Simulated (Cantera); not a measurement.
Charge: 1 mol CH3SiCl3, 0.13 mol C2H4, 4.5 mol H2, at 130 Pa.

These are equilibrium values from Cantera (NASA tables, ideal gas, pure condensed phases), not measurements of a reactor. Candidate condensed phases: C, C6H6, C7H8, C8H18, Si, SiC; 109 gas species. The feed counts by its element totals alone. The tables' values for SiCl, SiCl3 are old estimates; treat these amounts as uncertain. Gases not in the tables: Si2H6 and higher silanes. Rates play no part.

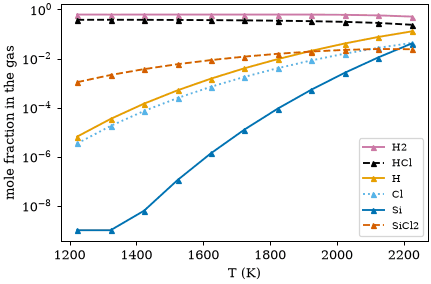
Figure. Equilibrium gas composition (values under 1e-9 drawn at 1e-9)

**Question.** Read off the mole fractions at 1423 K.

**Answer.** H2 about 0.62, HCl about 0.38, SiCl2 about 0.0037, H about 0.00014, Cl about 7.3e-5.
